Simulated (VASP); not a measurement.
Band structure of GaN (zinc blende). These are modified Becke-Johnson potential (mBJ), VASP's PBE PAW potentials (set 64) (plane waves; VASP 6.6.1) values and carry that method's errors.

mBJ is a potential without an energy functional, so only the levels count.

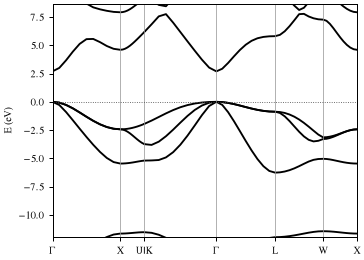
Fig. 1. Bands along high-symmetry lines, zero at the valence-band maximum or, without a gap, the Fermi level

Read the plot: is there a gap, and where are the band edges?

The gap is direct, 2.69 eV, from the valence maximum at Γ to the conduction minimum at Γ.

The compound is GaN in the zinc blende structure, a metastable form; wurtzite is the usual one. It was relaxed first. The cell's shape comes from a PBE relaxation.
